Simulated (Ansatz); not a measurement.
## ZnH3ClO3: nudged elastic band (part 2 of 2)

ZnH3ClO3; RKS PBE/def2-SVP (Ansatz 0.2.0). The run did not end well. One setting was made poor on purpose. It belongs to a series of runs on one base structure; here: band between the two ends.

Geometry of the input (Å):
```
Zn -0.7207  0.1687  -0.9116
O  0.9219  -0.6452  -1.0339
Cl -2.5238  1.1819  -1.4010
H  1.1768  -0.5335  0.5454
O  0.8800  -0.3701  1.5143
O  -0.5366  -0.1333  1.2253
H  1.5244  -0.3183  -1.7240
H  -0.7221  0.6500  1.7853
```

## What the program printed, continued
```
NEB iter  59: max|band force component| = 5.740e-2 eV/Å  barrier→ = 0.2928 eV  barrier← = 0.1513 eV  CI = image 3  Δτ_max = 0.0083 Å  (140 SCF iters)
the calculation of the forces begins
reference -67097.28065358 eV, -2465.7795838487 hartree; 37, 37 occupied and 69, 69 virtual orbitals, 1156 factors
these checks for a lower state are left out or cut short: starts, cluster_reference, orbital_swaps, neighbouring_geometries, increment
1156 factors; their error is unknown
mean field evaluation 1984: about -67097.3849 eV, gradient 2.0e-1 eV
mean field -67097.33334354 eV, -2465.7815201692 hartree, gradient 2.0e-5 eV, S^2 0.000000; 0 other end points of the search recorded, 0 dependent functions left out
the calculation of the forces begins
reference -67097.33338923 eV, -2465.7815218483 hartree; 37, 37 occupied and 69, 69 virtual orbitals, 1156 factors
NEB iter  60: max|band force component| = 5.949e-2 eV/Å  barrier→ = 0.2924 eV  barrier← = 0.1509 eV  CI = image 3  Δτ_max = 0.0096 Å  (141 SCF iters)
```

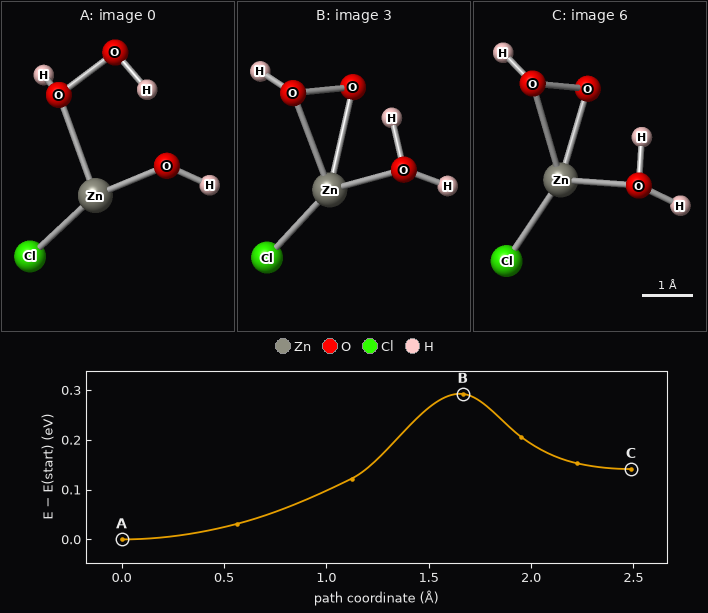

*Images of the last band (counted from 0; ball-and-stick, seen at a tilt) above the energy along the path; the line is a cubic interpolation that uses the forces.*

The highest image is number 3, 0.292 eV above the start and 0.151 eV above the end (the climbing image); the end lies 0.141 eV above the start. The path is 2.49 Å long. The band had not converged after 60 iterations.

```
Unfinished report: {"positions_ang":[[-0.6186857932628584,0.3087377960690196,-0.6833539411196125],[0.9279099181394509,-0.8806366776567345,-0.9259290803838564],[-2.3519649115620735,1.3027837034564684,-1.4059042023631747],[1.1372253549566358,-0.32124197679118943,0.12056666954120653],[0.6732073775254324,0.4807732485276363,1.0048061131489145],[-0.4662449247917844,-0.41701150125494,1.4089673877605966],[1.5906512412095986,-0.6336578477618232,-1.5971138818172979],[-0.8920982722144021,0.16025123541156217,2.0778579252332263]],"unchecked":["starts","cluster_reference","orbital_swaps","neighbouring_geometries","increment"],"mean_field":{"relativity":"none","state":{"energy":{"ev":-67097.19396980859,"hartree":-2465.776398278911},"converged":true,"gradient_ev":0.000016113961297504702,"stability":{"kind":"minimum","curvature_ev":71.49616133770235},"curvature_floor_ev":0.00030000000000000003,"spin_squared":0.0},"others":[],"fillings":{"estimated":0,"unestimated":0,"tried":0,"untried":0,"excluded_magnetic_sites":0},"n_dropped_functions":0,"n_trapped_functions":0,"passes":{"evaluations":4,"products":27},"factors":{"origin":"density fitting in generated functions","count":1156,"bound_ev":null},"gradient_stop_ev":0.00009,"reference_kind":"stationary","functional":{"name":"PBE","citations":["Perdew, Burke & Ernzerhof, Phys. Rev. Lett. 77, 3865 (1996) doi:10.1103/PhysRevLett.77.3865"],"text":"name \"PBE\"\ncite \"Perdew, Burke & Ernzerhof, Phys. Rev. Lett. 77, 3865 (1996) doi:10.1103/PhysRevLett.77.3865\"\nparent pbe\nparameter kappa = 0.804\nparameter beta = 0.06672455060314922\nexchange = pbe_x(kappa = kappa, mu = beta*pi^2/3)\ncorrelation = pbe_c(beta = beta)\n","parameters":{"beta":{"value":0.06672455060314922,"default":0.06672455060314922},"kappa":{"value":0.804,"default":0.804}},"final_grid":{"core_spheres":13.0,"valence_spheres":11.0,"degree":36.0},"final_grid_parameter_source":"default","radial_points_factor":1.0,"radial_grid_error_ev":3.125828648923977e-7,"grid_sensitivity":"normal","grid_sensitivity_ratio":0.001870803151768979},"unsmoothed_excess_ev":-0.000044522131001593645,"symmetry":{"irreps":["A"],"axes":[[0.9998528700372621,0.015558679748133585,-0.007222586984204749],[-0.015654226389363427,0.999788119780152,-0.013366403503507672],[0.007013093069391259,0.013477500916825876,0.9998845800864401]],"occupied":[{"A":37},{"A":37}]},"density_repulsion":{"missed_ev":0.00006347192729547875,"excess_ev":0.00006347192422904276,"most_excess_ev":0.000962,"are_drawn_again":false,"n_first_factors":1156,"energy_change_ev":0.0,"n_dropped_ends":0},"direct_passes":"host"},"factors":{"origin":"density fitting in generated functions","count":1156,"bound_ev":null},"n_frozen":0,"n_occupied":[37,37],"n_virtual":[69,69],"reference":{"ev":-67097.19396980859,"hartree":-2465.776398278911},"total":{"ev":-67097.19396980859,"hartree":-2465.776398278911},"forces_ev_per_angstrom":[[-0.01342265970146146,0.001128565341514929,0.04377493973824405],[-0.015491806756693677,-0.013562660978688156,0.03403795505706291],[0.014478132671674505,0.0037767195106241038,-0.028113967382606457],[0.021468341700797887,-0.015021258458226739,-0.03676371333569885],[-0.0000612652755845738,0.01634054374251167,0.000211737261657938],[0.02238848554835514,-0.013659601742753033,0.006613402859655886],[-0.012623409142928085,0.0233717735488708,-0.008411380804135598],[-0.01673581908876682,-0.0023740809792151883,-0.011348973393358717]],"charge_distribution":{"dipole_moment_e_ang":[0.36665399188545394,-0.045583152034616665,0.06529442885489131],"mulliken_charges_e":[0.6043619059371643,-0.3959640579886994,-0.3325789782572457,0.2563535262197618,-0.35163532119111274,-0.1807888835842224,0.18445106318906224,0.2158007456753297],"lowdin_charges_e":[0.27093694881987673,0.04409147465613117,-0.14292411639023328,-0.09066558426594407,-0.1267664886062292,0.09221468020232404,-0.023601562712858737,-0.023285351703097756]},"n_threads":2,"memory_gib":2.556818182580173,"seconds":{"hamiltonian":1.91994358,"orbitals":0.0,"second_order":0.0,"solver_start":0.0,"cycles":0.0,"cycle":0.0,"perturbative":0.0,"full_ci_increment":0.0,"forces":0.0}}
this run last wrote the band of iteration 60 to [file]
Error: NEB band did not converge after 60 iterations: max|band force component| = 5.95e-2 eV/Å (threshold 5.0e-2); raise `neb.max_iterations` in a new run, which can start from the last band evaluated (`neb.initial_path`, with `crystal.atoms` and `neb.final_atoms` set to its first and last images), add images, or start from endpoints closer to local minima. Where this run's directory can be resumed (`checkpoint.write`), a resume goes on for up to `neb.max_iterations` more; to start a new run from the last band, take its images' positions from the `neb_iteration` event of iteration 60 (`data.images[].positions_ang`), in the event stream of the run that computed that iteration (not this run's, if it was resumed behind it). With `checkpoint.write`, `steps/00-neb/state/checkpoint.json` in the run directory holds the last saved band, under `neb.evaluated.images[].positions_ang` (a band under a hybrid functional on support functions is neither saved nor resumed: `neb.initial_path` says where its path is): check the last entry of `neb.iterations` there, which is earlier than 60 if that iteration was not saved or its write failed. If the band's step has no `state` directory and holds `state.next`, a write was cut short, and the file is under `state.next` instead (behind a loss of power it can be under `state.prev`)
this run wrote the band of iteration 60 to [file] as well, whether or not its events were kept: a new run's `neb.initial_path` can list its `images[].positions_ang`
a run's events are kept only if it was started with --events-out <file>, and are in that file
```

## The last band as extended XYZ (Å, eV, eV/Å)
```
8
Properties=species:S:1:pos:R:3:forces:R:3 image=0 energy=-67097.48632
Zn   -0.7207    0.1687   -0.9116   -0.0048   0.0027  -0.0018
O     0.9219   -0.6452   -1.0339    0.0135  -0.0054   0.0025
Cl   -2.5238    1.1819   -1.4010    0.0031  -0.0015   0.0021
H     1.1768   -0.5335    0.5454   -0.0042   0.0031  -0.0026
O     0.8800   -0.3701    1.5143    0.0002  -0.0025   0.0000
O    -0.5366   -0.1333    1.2253   -0.0021   0.0087   0.0005
H     1.5244   -0.3183   -1.7240   -0.0067   0.0009  -0.0005
H    -0.7221    0.6500    1.7853    0.0009  -0.0059  -0.0003
8
Properties=species:S:1:pos:R:3:forces:R:3 image=1 energy=-67097.45485
Zn   -0.7017    0.1442   -0.8906   -0.0050  -0.0181  -0.0102
O     0.9008   -0.7551   -1.0301   -0.0255   0.0208   0.0424
Cl   -2.4217    1.3086   -1.3440   -0.0176  -0.0164  -0.0055
H     1.2081   -0.3732    0.4999    0.0157  -0.0112   0.0288
O     0.9246   -0.0278    1.4266    0.0096  -0.0684   0.0501
O    -0.5177   -0.2525    1.2327    0.0072   0.0043  -0.0257
H     1.4993   -0.4609   -1.7374    0.0119   0.0296  -0.0641
H    -0.8918    0.4169    1.8429    0.0037   0.0593  -0.0158
8
Properties=species:S:1:pos:R:3:forces:R:3 image=2 energy=-67097.36417
Zn   -0.6489    0.1587   -0.8421   -0.0322  -0.0894  -0.0348
O     0.8957   -0.8613   -1.0066   -0.0300   0.0149   0.0307
Cl   -2.3404    1.3520   -1.3210   -0.0010   0.0033   0.0170
H     1.1736   -0.2416    0.4075    0.0402   0.0436   0.0982
O     0.8252    0.3219    1.2131    0.0703  -0.0730   0.1036
O    -0.4868   -0.3679    1.3003    0.0050   0.0307  -0.0631
H     1.5175   -0.5780   -1.6996   -0.0258   0.0268  -0.0915
H    -0.9357    0.2162    1.9482   -0.0266   0.0432  -0.0601
8
Properties=species:S:1:pos:R:3:forces:R:3 image=3 energy=-67097.19392
Zn   -0.6187    0.3087   -0.6834   -0.0134   0.0011   0.0438
O     0.9279   -0.8806   -0.9259   -0.0155  -0.0136   0.0340
Cl   -2.3520    1.3028   -1.4059    0.0145   0.0038  -0.0281
H     1.1372   -0.3212    0.1206    0.0215  -0.0150  -0.0368
O     0.6732    0.4808    1.0048   -0.0001   0.0163   0.0002
O    -0.4662   -0.4170    1.4090    0.0224  -0.0137   0.0066
H     1.5907   -0.6337   -1.5971   -0.0126   0.0234  -0.0084
H    -0.8921    0.1603    2.0779   -0.0167  -0.0024  -0.0113
8
Properties=species:S:1:pos:R:3:forces:R:3 image=4 energy=-67097.28061
Zn   -0.6148    0.4133   -0.5896   -0.0067   0.1054   0.1408
O     0.9329   -0.8990   -0.9402   -0.0089  -0.0310   0.0301
Cl   -2.3504    1.2731   -1.4650    0.0165  -0.0291  -0.0783
H     1.1922   -0.4423   -0.0206    0.0829  -0.1406  -0.1761
O     0.5993    0.5570    1.0004   -0.0737   0.0977   0.0101
O    -0.4674   -0.4084    1.4700    0.0132  -0.0066   0.0449
H     1.6113   -0.6514   -1.5959    0.0141   0.0251  -0.0182
H    -0.9029    0.1576    2.1408   -0.0374  -0.0209   0.0466
8
Properties=species:S:1:pos:R:3:forces:R:3 image=5 energy=-67097.33334
Zn   -0.6094    0.5099   -0.5236   -0.0010   0.0238   0.0337
O     0.9155   -0.8917   -0.9906   -0.0240  -0.0051   0.0167
Cl   -2.3088    1.2254   -1.5811    0.0242  -0.0172  -0.0485
H     1.2355   -0.5362   -0.0919    0.0201  -0.0254  -0.0317
O     0.5441    0.5938    1.0390   -0.0128   0.0176   0.0167
O    -0.4766   -0.4014    1.5452    0.0020   0.0011   0.0219
H     1.5999   -0.6415   -1.6398   -0.0066   0.0167  -0.0373
H    -0.9002    0.1417    2.2427   -0.0018  -0.0115   0.0286
8
Properties=species:S:1:pos:R:3:forces:R:3 image=6 energy=-67097.34487
Zn   -0.6206    0.5494   -0.4861   -0.0001  -0.0024   0.0063
O     0.8869   -0.8746   -1.0127   -0.0113  -0.0021   0.0036
Cl   -2.2188    1.1991   -1.7265   -0.0049   0.0021  -0.0060
H     1.2542   -0.5624   -0.1282    0.0018   0.0018  -0.0078
O     0.4987    0.6058    1.0758    0.0083   0.0076   0.0040
O    -0.4808   -0.4103    1.6102   -0.0024  -0.0140  -0.0002
H     1.5374   -0.6072   -1.6901    0.0094   0.0007   0.0010
H    -0.8570    0.1002    2.3575   -0.0007   0.0064  -0.0011
```
